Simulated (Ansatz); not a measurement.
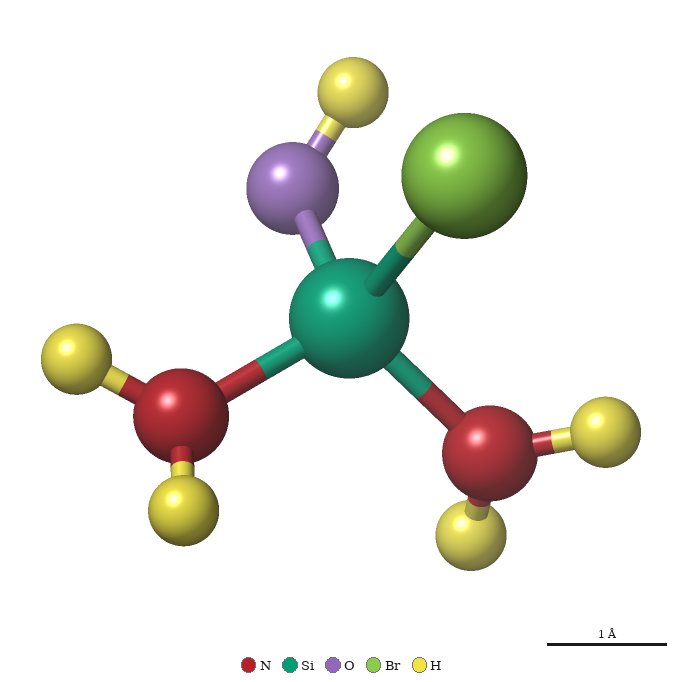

The picture shows a molecular structure as a ball-and-stick model. Every bond is drawn as one stick, whatever its order.

What is the molecular formula?

BrH₅N₂OSi, 10 atoms: 1 bromine, 5 hydrogen, 2 nitrogen, 1 oxygen and 1 silicon.

Give the symmetry (Schoenflies symbol).

C1.

The parts below concern this one geometry. Atoms keep their numbers from picture to picture. Computed geometry: PBE0-D4/def2-TZVP optimisation.

Geometry

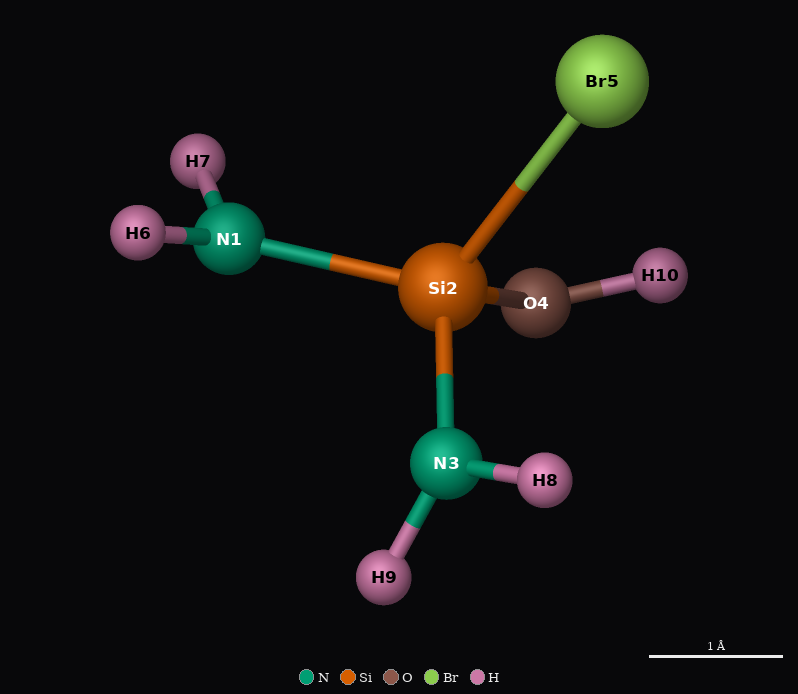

Numbered structure.

Describe the coordination of atom 2.

Si2 has 4 neighbours (N1 at 1.69, N3 at 1.69, O4 at 1.64, Br5 at 2.25 Å); the arrangement is tetrahedral.

How are the neighbours of atom 4 arranged?

O4 has 2 neighbours (Si2 at 1.64, H10 at 0.96 Å); the arrangement is bent.

Vibrations

Harmonic vibrations computed with RKS PBE0-D4/def2-TZVP (Ansatz 0.2.0) at a stationary point of the same level.

How many vibrational modes are there, and where do they lie?

24 modes: 153, 179, 254, 254, 272, 289, 331, 344, 399, 436, 442, 789, 810, 843, 864, 965, 982, 1569, 1576, 3617, 3623, 3722, 3724, 3928 cm⁻¹.

Charges

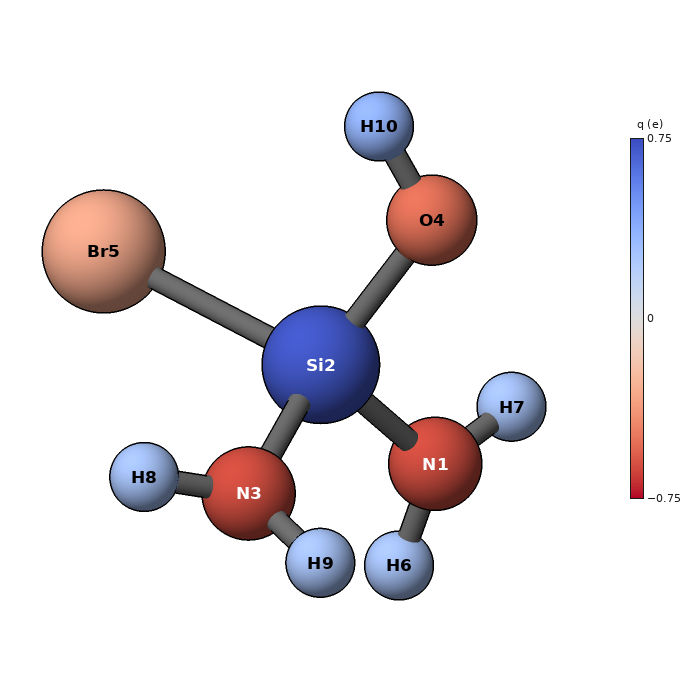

Atoms are coloured by their Mulliken charges. Level of theory: RKS PBE0-D4/def2-TZVP (Ansatz 0.2.0).

Which atom carries the highest charge (most positive or least negative)?

Si2 (0.70 e).

And the lowest?

N3 (−0.61 e).

Give the Mulliken charges atom by atom.

| atom | value (e) |
| --- | --- |
| N1 | −0.60 |
| Si2 | 0.70 |
| N3 | −0.61 |
| O4 | −0.50 |
| Br5 | −0.30 |
| H6 | 0.25 |
| H7 | 0.25 |
| H8 | 0.25 |
| H9 | 0.25 |
| H10 | 0.33 |

Dipole moment

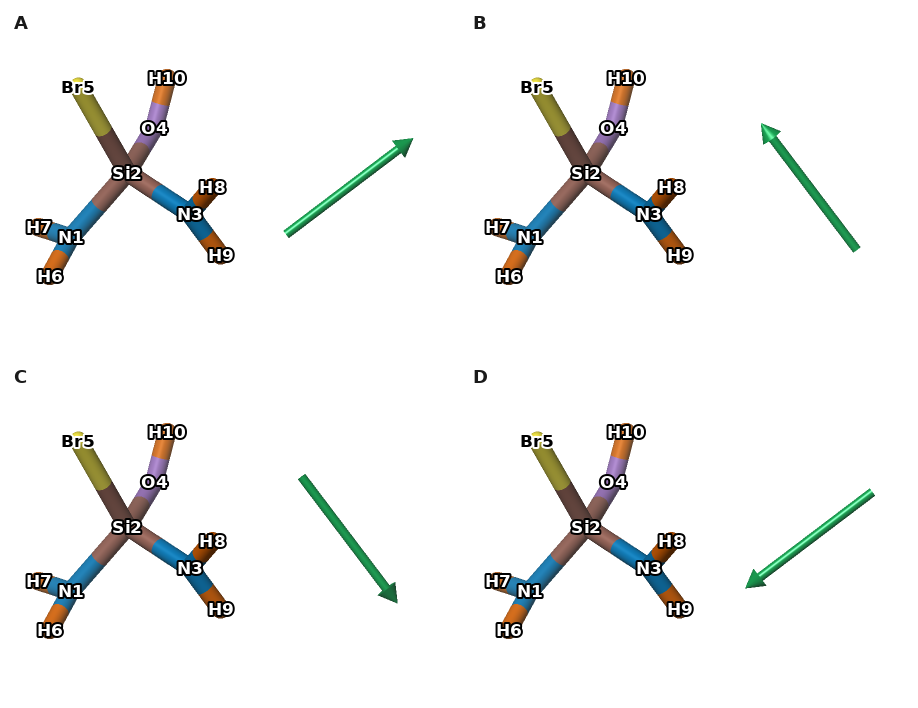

The same molecule four times, each with an arrow. Method: RKS PBE0-D4/def2-TZVP (Ansatz 0.2.0).

Which arrow points along the dipole moment, from the negative to the positive end?

C. The dipole moment is 1.43 D; it points from the side of Br5 to the side of H9 (the outermost atoms at the two ends).

Thermal motion

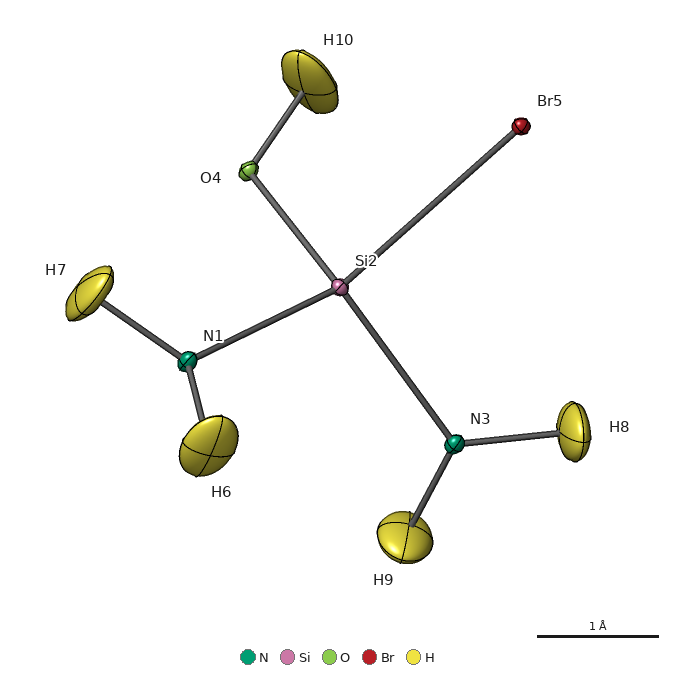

Displacement ellipsoids at the 50 % level, from the internal vibrations of the free molecule (harmonic, no overall translation or rotation; no half-axis is drawn under 0.075 Å). Vibrations computed with RKS PBE0-D4/def2-TZVP (Ansatz 0.2.0). Temperature: 100 K.

List U_eq and the three principal root-mean-square amplitudes for each kind of atom.

```json
{"atom": "N1", "U_eq (Å²)": "0.0025", "rms amplitudes (Å)": "0.037, 0.041, 0.067"}
{"atom": "Si2", "U_eq (Å²)": "0.00097", "rms amplitudes (Å)": "0.030, 0.031, 0.032"}
{"atom": "N3", "U_eq (Å²)": "0.0025", "rms amplitudes (Å)": "0.038, 0.051, 0.060"}
{"atom": "O4", "U_eq (Å²)": "0.0024", "rms amplitudes (Å)": "0.037, 0.045, 0.061"}
{"atom": "Br5", "U_eq (Å²)": "0.00022", "rms amplitudes (Å)": "0.012, 0.012, 0.020"}
{"atom": "H6", "U_eq (Å²)": "0.0255", "rms amplitudes (Å)": "0.075, 0.147, 0.221"}
{"atom": "H7", "U_eq (Å²)": "0.0252", "rms amplitudes (Å)": "0.076, 0.146, 0.220"}
{"atom": "H8", "U_eq (Å²)": "0.0283", "rms amplitudes (Å)": "0.078, 0.156, 0.233"}
{"atom": "H9", "U_eq (Å²)": "0.0285", "rms amplitudes (Å)": "0.086, 0.152, 0.235"}
{"atom": "H10", "U_eq (Å²)": "0.0353", "rms amplitudes (Å)": "0.076, 0.158, 0.274"}
```

Mulliken values depend strongly on the basis set and can even reverse the polarity of a bond.
